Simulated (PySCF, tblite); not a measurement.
**C6H5FN2: dynamics, then NMR shifts on frames**

Aim: move C6H5FN2 (`C/C(C#N)=C(\C#N)CF`) away from its starting geometry and see how NMR shifts follow the geometry.

Programs: tblite 0.8.0 and PySCF 2.14.0, with density-fitted response routines of our own. Each step states its level of theory. These are calculated values for one molecule in the gas phase, unless marked as measured. Atoms count from 0, in the outputs and in this text.

**1. The starting structure**

14 atoms, charge 0, multiplicity 1; geometry from: GFN2-xTB.

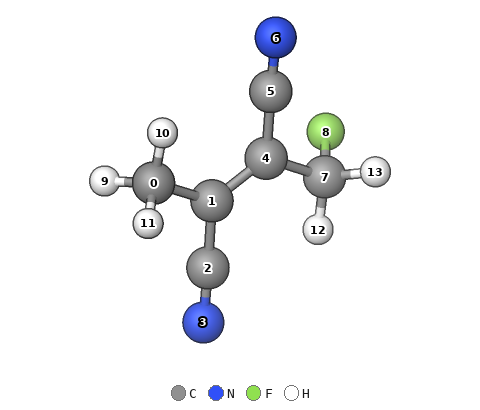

The starting geometry (carbon grey, nitrogen blue, fluorine green, hydrogen white), atoms numbered; sticks join atoms by distance.

**2. Dynamics with GFN2-xTB**

What the job is given:

```
{"job": {"kind": "md", "xc": "GFN2-xTB", "basis": "xTB", "temperature": 300, "steps": 2000, "every": 50, "frames": 5}, "charge": 0, "multiplicity": 1}
C     -1.969513     0.027472    -0.060653
C     -0.542665    -0.416031    -0.040259
C     -0.343753    -1.814595    -0.135436
N     -0.216395    -2.951437    -0.207951
C      0.513872     0.416197     0.071053
C      0.322694     1.812875     0.176663
N      0.182779     2.945798     0.279637
C      1.947689    -0.046761     0.088245
F      2.626633     0.464362    -0.988892
H     -2.415428    -0.221455    -1.024395
H     -2.045161     1.100190     0.100191
H     -2.537259    -0.497667     0.707789
H      2.013594    -1.137938     0.025947
H      2.462234     0.318516     0.985896
```

Method: GFN2-xTB Langevin dynamics, gas phase.

Started as:

```
$ OMP_NUM_THREADS=1 python probes_run.py task.json out
```

This one command runs all jobs of the session in turn.

Output:

```text
t/fs     T/K      E/eV
    0.0   232.4   -703.88984
   25.0   180.3   -703.63098
   50.0   272.7   -703.70113
   75.0   191.2   -703.53663
  100.0   299.6   -703.56808
  125.0   360.6   -703.63553
  150.0   342.8   -703.47918
  175.0   397.1   -703.53900
  200.0   377.2   -703.47475
  225.0   216.1   -703.38702
  250.0   339.7   -703.49685
  275.0   234.7   -703.48861
  300.0   230.0   -703.51648
  325.0   273.4   -703.56450
  350.0   228.7   -703.50268
  375.0   280.3   -703.55351
  400.0   304.1   -703.57279
  425.0   348.5   -703.57009
  450.0   262.1   -703.44893
  475.0   309.7   -703.44554
  500.0   260.4   -703.40260
  525.0   173.5   -703.40861
  550.0   273.7   -703.56875
  575.0   182.0   -703.41406
  600.0   351.4   -703.47295
  625.0   338.8   -703.33390
  650.0   360.6   -703.36187
  675.0   265.5   -703.35649
  700.0   254.9   -703.28505
  725.0   246.1   -703.47296
  750.0   297.3   -703.60825
  775.0   279.5   -703.58264
  800.0   331.3   -703.47317
  825.0   231.1   -703.28780
  850.0   211.1   -703.45311
  875.0   231.2   -703.50886
  900.0   259.4   -703.50421
  925.0   313.9   -703.61121
  950.0   290.0   -703.46743
  975.0   195.3   -703.34681
 1000.0   371.5   -703.64573
```

Wall time 12 s (1 thread of Intel Xeon at 2.60GHz, shared host); peak memory 0.18 GiB.

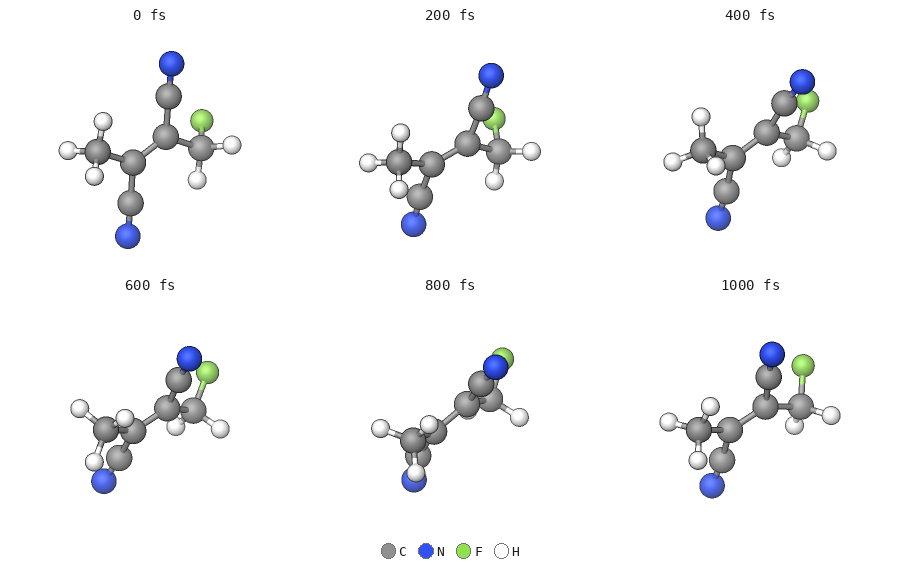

Frames of the run.

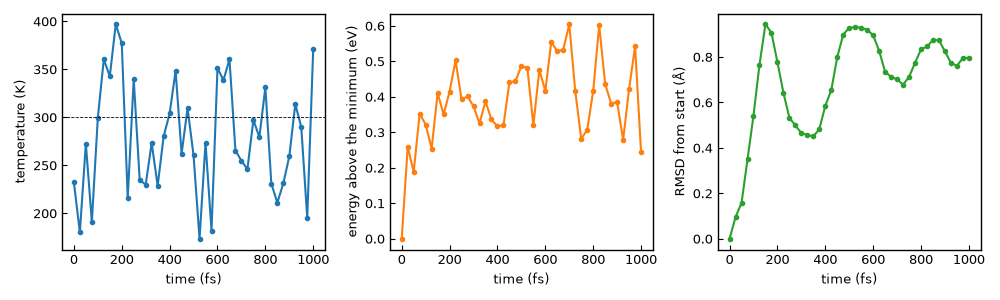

Temperature, potential energy and distance from the start.

Positions (Å) and forces (eV/Å) at 1000 fs:

```xyz
14

C    -1.657   -0.610    0.800    0.898    1.225    0.564
C    -0.214   -0.806    0.487    0.992   -1.239   -0.230
C     0.138   -2.053   -0.169   -0.425   -0.518   -0.134
N     0.270   -3.084   -0.682   -0.018    1.612    0.745
C     0.739    0.054    0.908    0.087   -0.449   -0.340
C     0.273    1.263    1.477    1.067   -1.544   -0.477
N    -0.091    2.208    1.984   -0.619    1.729    0.804
C     2.246   -0.102    0.731   -0.776    0.756    0.440
F     2.644    1.002    0.025    0.489    0.198    0.095
H    -1.747    0.359    1.345   -0.290   -0.704   -0.525
H    -1.998   -1.393    1.433   -0.365   -0.690    0.447
H    -2.199   -0.613   -0.109   -0.788    0.089   -0.768
H     2.553   -0.947    0.134   -0.133   -0.560   -0.078
H     2.741   -0.102    1.729   -0.118    0.098   -0.543
```

**3. Shielding tensors: 250 fs, PBE0/pcSseg-1**

What the job is given:

```
{"job": {"kind": "nmr", "xc": "PBE0", "basis": "pcSseg-1", "pop": false}, "charge": 0, "multiplicity": 1}
C     -2.010600    -0.364000     0.502200
C     -0.644200    -0.759600     0.094900
C     -0.600600    -2.042700    -0.555700
N     -0.690200    -3.054200    -1.069300
C      0.382800     0.079900     0.209300
C      0.346400     1.401800     0.592600
N      0.352200     2.507300     0.956400
C      1.767400    -0.410700    -0.163700
F      2.347400     0.449300    -1.021100
H     -2.141500     0.653800     0.137400
H     -2.143700    -0.344700     1.630700
H     -2.734600    -1.164100     0.179700
H      1.747000    -1.430400    -0.648100
H      2.339100    -0.418800     0.780300
```

With the program's defaults for keys left out, this is: GIAO PBE0/pcSseg-1 NMR shielding, non-relativistic, gas phase.

Output:

```text
coarse grid: 12832 points
cycle   1  E = -440.2082101470  dE =  1.421e+00  |g| = 6.936e-01  |ddm| = 3.817e+00
cycle   2  E = -439.8255154765  dE =  3.827e-01  |g| = 1.509e+00  |ddm| = 2.193e+00
cycle   3  E = -440.3036596462  dE = -4.781e-01  |g| = 2.036e-01  |ddm| = 1.577e+00
cycle   4  E = -440.3108403049  dE = -7.181e-03  |g| = 7.920e-02  |ddm| = 1.994e-01
cycle   5  E = -440.3119172793  dE = -1.077e-03  |g| = 2.654e-02  |ddm| = 7.910e-02
cycle   6  E = -440.3120457657  dE = -1.285e-04  |g| = 1.102e-02  |ddm| = 2.716e-02
cycle   7  E = -440.3120701997  dE = -2.443e-05  |g| = 2.295e-03  |ddm| = 9.930e-03
cycle   8  E = -440.3120712699  dE = -1.070e-06  |g| = 4.738e-04  |ddm| = 1.985e-03
final grid: 127696 points
cycle   9  E = -440.3696686434  dE = -3.660e-05  |g| = 6.187e-03  |ddm| = 3.824e-02
cycle  10  E = -440.3696668256  dE =  1.818e-06  |g| = 7.334e-03  |ddm| = 1.228e-02
cycle  11  E = -440.3696770880  dE = -1.026e-05  |g| = 1.274e-03  |ddm| = 5.931e-03
cycle  12  E = -440.3696773388  dE = -2.508e-07  |g| = 6.121e-04  |ddm| = 1.350e-03
cycle  13  E = -440.3696774182  dE = -7.941e-08  |g| = 1.571e-04  |ddm| = 6.228e-04
cycle  14  E = -440.3696774222  dE = -4.014e-09  |g| = 4.946e-05  |ddm| = 1.380e-04
cycle  15  E = -440.3696774227  dE = -4.518e-10  |g| = 2.288e-05  |ddm| = 5.352e-05
converged SCF energy = -440.3696774227

GIAO shielding tensors (ppm)
atom      isotropic    diamagn.    paramagn.     s11        s22        s33       span
  0 C      158.312     244.305     -85.993    139.735    150.866    184.335     44.599
  1 C       50.645     258.384    -207.738    -70.802     74.024    148.714    219.516
  2 C       66.234     260.586    -194.351    -55.169    -41.927    295.800    350.969
  3 N      -70.960     340.833    -411.793   -214.589   -192.143    193.851    408.440
  4 C       57.278     261.361    -204.083    -56.539     79.152    149.222    205.761
  5 C       65.707     259.033    -193.326    -50.930    -48.564    296.614    347.544
  6 N     -106.870     340.533    -447.403   -244.953   -233.019    157.361    402.315
  7 C       97.146     236.895    -139.749     73.913     83.644    133.880     59.967
  8 F      408.500     469.402     -60.902    369.418    394.777    461.305     91.887
  9 H       28.511      28.154       0.358     24.314     28.364     32.856      8.542
 10 H       28.211      26.221       1.991     24.372     26.564     33.698      9.326
 11 H       28.234      26.382       1.852     23.771     27.916     33.015      9.244
 12 H       25.345      27.653      -2.307     21.281     25.271     29.484      8.203
 13 H       26.474      26.294       0.181     23.212     26.766     29.444      6.232
```

Run time: 22 s. Hardware: 1 thread of Intel Xeon at 2.60GHz, shared host; peak memory 0.8 GiB.

Shifts follow as δ = σ(reference) − σ, with reference shieldings (ppm) from runs at the same level and on the same kind of geometry: 1H TMS 31.72, 13C TMS 186.9, 19F CFCl3 170.9, 15N NH3 267.7. The references are single molecules in the gas phase, so shifts against H2O, NH3, PH3, H3PO4 or CFCl3 are not on the usual liquid scales and can be off by tens of ppm. Each atom is listed at this fixed geometry, with no averaging over motion; a spectrum would average atoms that exchange fast.

| atoms | environment | σ (ppm) | δ (ppm) |
| --- | --- | --- | --- |
| C1 | fully substituted alkene carbon | 50.6 | 136.3 |
| C4 | fully substituted alkene carbon | 57.3 | 129.6 |
| C5 | nitrile carbon | 65.7 | 121.2 |
| C2 | nitrile carbon | 66.2 | 120.7 |
| C7 | allylic sp3 CH2 bonded to F | 97.1 | 89.8 |
| C0 | allylic methyl carbon | 158.3 | 28.6 |
| H12 | hydrogen on an allylic sp3 CH2 bonded to F | 25.35 | 6.37 |
| H13 | hydrogen on an allylic sp3 CH2 bonded to F | 26.47 | 5.24 |
| H10 | hydrogen on an allylic methyl carbon | 28.21 | 3.51 |
| H11 | hydrogen on an allylic methyl carbon | 28.23 | 3.48 |
| H9 | hydrogen on an allylic methyl carbon | 28.51 | 3.21 |
| N6 | nitrile nitrogen | -106.9 | 374.6 |
| N3 | nitrile nitrogen | -71.0 | 338.7 |
| F8 | fluorine on an sp3 carbon | 408.5 | -237.6 |

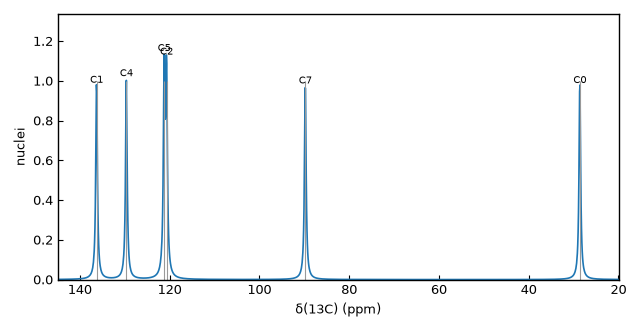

13C lines at the computed shifts, without couplings. Lines are broadened to a width of 0.43 ppm (Lorentzian).

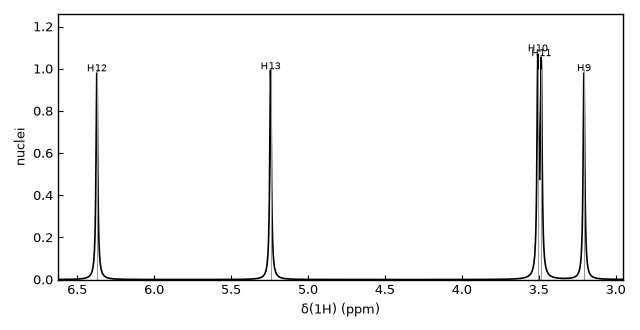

1H lines at the computed shifts, without couplings. Lines are broadened to a width of 0.01 ppm (Lorentzian).

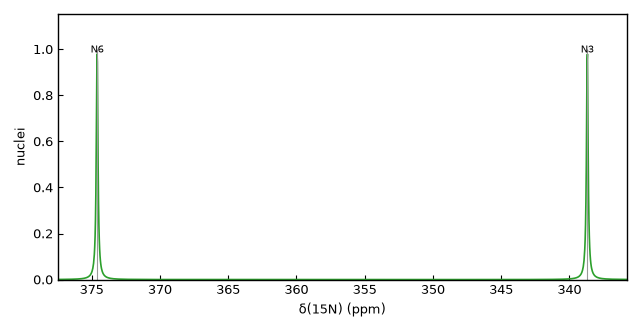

15N lines at the computed shifts, without couplings. Lines are broadened to a width of 0.14 ppm (Lorentzian).

**4. Nuclear shieldings: 425 fs, PBE0/pcSseg-1**

What the job is given:

```
{"job": {"kind": "nmr", "xc": "PBE0", "basis": "pcSseg-1", "pop": false}, "charge": 0, "multiplicity": 1}
C     -2.137900    -0.369800     0.271500
C     -0.719900    -0.735300     0.025200
C     -0.415700    -2.013800    -0.550900
N     -0.138200    -3.027800    -0.994800
C      0.396800     0.019100     0.193700
C      0.314400     1.178800     0.970200
N      0.507800     2.099100     1.618800
C      1.810300    -0.428900    -0.074400
F      2.387300     0.623800    -0.763500
H     -2.181700     0.723500     0.279400
H     -2.495400    -0.746600     1.245200
H     -2.870600    -0.697800    -0.468000
H      1.850700    -1.332400    -0.674800
H      2.427200    -0.490100     0.831800
```

With the program's defaults for keys left out, this is: GIAO PBE0/pcSseg-1 NMR shielding, non-relativistic, gas phase.

Output:

```text
coarse grid: 12832 points
cycle   1  E = -440.2008156440  dE =  1.410e+00  |g| = 7.250e-01  |ddm| = 3.743e+00
cycle   2  E = -439.7802469518  dE =  4.206e-01  |g| = 1.584e+00  |ddm| = 2.188e+00
cycle   3  E = -440.3072021168  dE = -5.270e-01  |g| = 1.919e-01  |ddm| = 1.573e+00
cycle   4  E = -440.3132660022  dE = -6.064e-03  |g| = 8.262e-02  |ddm| = 1.916e-01
cycle   5  E = -440.3145141122  dE = -1.248e-03  |g| = 1.600e-02  |ddm| = 7.440e-02
cycle   6  E = -440.3145625033  dE = -4.839e-05  |g| = 5.818e-03  |ddm| = 1.847e-02
cycle   7  E = -440.3145681199  dE = -5.617e-06  |g| = 2.871e-03  |ddm| = 5.809e-03
final grid: 127696 points
cycle   8  E = -440.3735216161  dE = -3.050e-05  |g| = 8.736e-03  |ddm| = 3.296e-02
cycle   9  E = -440.3734825175  dE =  3.910e-05  |g| = 1.632e-02  |ddm| = 1.896e-02
cycle  10  E = -440.3735370632  dE = -5.455e-05  |g| = 2.716e-03  |ddm| = 1.265e-02
cycle  11  E = -440.3735386510  dE = -1.588e-06  |g| = 4.849e-04  |ddm| = 2.154e-03
cycle  12  E = -440.3735386875  dE = -3.648e-08  |g| = 1.368e-04  |ddm| = 5.138e-04
cycle  13  E = -440.3735386898  dE = -2.302e-09  |g| = 5.313e-05  |ddm| = 1.238e-04
cycle  14  E = -440.3735386902  dE = -4.233e-10  |g| = 3.140e-05  |ddm| = 5.959e-05
converged SCF energy = -440.3735386902

GIAO shielding tensors (ppm)
atom      isotropic    diamagn.    paramagn.     s11        s22        s33       span
  0 C      166.998     244.468     -77.470    148.470    164.995    187.530     39.060
  1 C       52.146     257.034    -204.888    -63.754     67.807    152.385    216.139
  2 C       65.352     261.524    -196.172    -52.404    -46.269    294.729    347.134
  3 N      -65.936     340.547    -406.483   -213.226   -189.215    204.634    417.860
  4 C       52.254     257.026    -204.772    -65.737     78.002    144.497    210.235
  5 C       66.436     259.853    -193.417    -48.957    -45.839    294.105    343.061
  6 N      -83.056     340.748    -423.804   -241.613   -200.609    193.055    434.668
  7 C       97.129     238.692    -141.564     71.785     81.876    137.724     65.939
  8 F      413.617     470.918     -57.302    381.666    395.358    463.826     82.159
  9 H       29.003      28.780       0.223     24.322     29.059     33.629      9.308
 10 H       29.100      25.795       3.305     25.163     26.532     35.605     10.443
 11 H       29.301      26.432       2.869     25.194     27.252     35.456     10.263
 12 H       25.668      29.224      -3.556     21.643     25.538     29.822      8.179
 13 H       25.944      27.317      -1.373     22.744     25.650     29.437      6.693
```

Run time: 22 s. Hardware: 1 thread of Intel Xeon at 2.60GHz, shared host; peak memory 0.81 GiB.

Key values: δ C1 134.8, C4 134.7, C2 121.6, C5 120.5, H12 6.05, H13 5.77 ppm.

(Part 1 of 2 ends here.)
